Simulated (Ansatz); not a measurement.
# CH5AlOS3: molecular dynamics

Purpose: to follow the molecule's vibrations and see whether its bonds hold. The start is relaxed first. Runs: 483 steps of 0.5 fs under a Langevin thermostat at 300 K. SMILES of the start: [SH][AlH][O]C(S)S.

All numbers below are computed with Ansatz 0.2.0 (RKS B3LYP-D4/STO-3G).

## 1. The starting structure

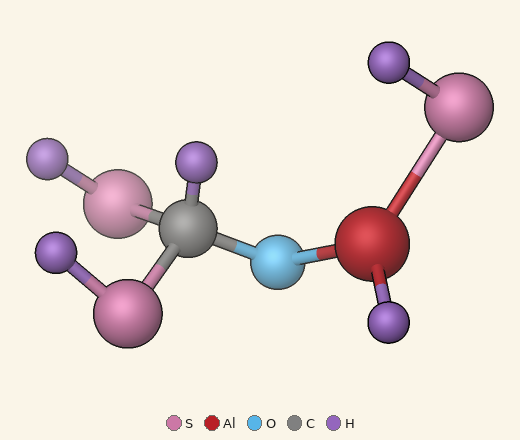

The starting structure, seen from a chosen angle (sulfur pink, aluminium red, oxygen blue, carbon grey, hydrogen purple).

Coordinates:

```xyz
11

S    -0.3140   -3.4470   -0.0898
Al    0.1707   -1.5977    1.1543
O    -0.8744   -0.0395    1.0098
C    -0.3018    0.8180   -0.0029
S     0.9763    1.8538    0.6121
S    -1.7524    1.8883   -0.5235
H     0.4639   -2.9525   -1.1659
H     1.4936   -1.6151    2.1011
H    -0.0316    0.2622   -0.8575
H     1.2845    2.3704   -0.6230
H    -1.0494    2.4021   -1.5939
```

## 2. Relaxing the start

Contents of input.yaml:

```yaml
crystal:
  periodic: [false, false, false]
  atoms:
    - { symbol: S, position_ang: [-0.314, -3.447, -0.0898] }
    - { symbol: Al, position_ang: [0.1707, -1.5977, 1.1543] }
    - { symbol: O, position_ang: [-0.8744, -0.0395, 1.0098] }
    - { symbol: C, position_ang: [-0.3018, 0.818, -0.0029] }
    - { symbol: S, position_ang: [0.9763, 1.8538, 0.6121] }
    - { symbol: S, position_ang: [-1.7524, 1.8883, -0.5235] }
    - { symbol: H, position_ang: [0.4639, -2.9525, -1.1659] }
    - { symbol: H, position_ang: [1.4936, -1.6151, 2.1011] }
    - { symbol: H, position_ang: [-0.0316, 0.2622, -0.8575] }
    - { symbol: H, position_ang: [1.2845, 2.3704, -0.623] }
    - { symbol: H, position_ang: [-1.0494, 2.4021, -1.5939] }
basis:
  gaussian: { orbitals: STO-3G }
hamiltonian:
  xc: b3lyp
  dispersion: d4
relax:
  f_tol: 0.02
  max_steps: 40
scf:
  lower_state_search: "off"
```

On the command line:

```sh
> ansatz run input.yaml --threads 1 --pin off --max-ram 2048MiB --backend cpu --events-out ev --progress --plain --runs-dir out
```

After this run come: Dynamics.

**Question.** What will these runs give? Wanted: relaxation of the start; temperature, first and last step; temperature, second half; potential energy, second half; bonds formed or broken.

The runs gave:

```
                        quantity                          value
         relaxation of the start       34 moves, 2.484 eV lower
                          length            483 steps of 0.5 fs
temperature, first and last step                  273 and 277 K
        temperature, second half  mean 301 K, from 212 to 398 K
   potential energy, second half    +26 meV/atom from the start
          bonds formed or broken                              0
```

What this shows: Against a set 300 K the second half averages 301 K with a spread of 34 K. No bond forms or breaks. 242 fs on 11 atoms is far too short and small for converged averages. The nuclei move classically, without zero-point motion, which matters most for hydrogen. The basis is very small, so the numbers are rough.
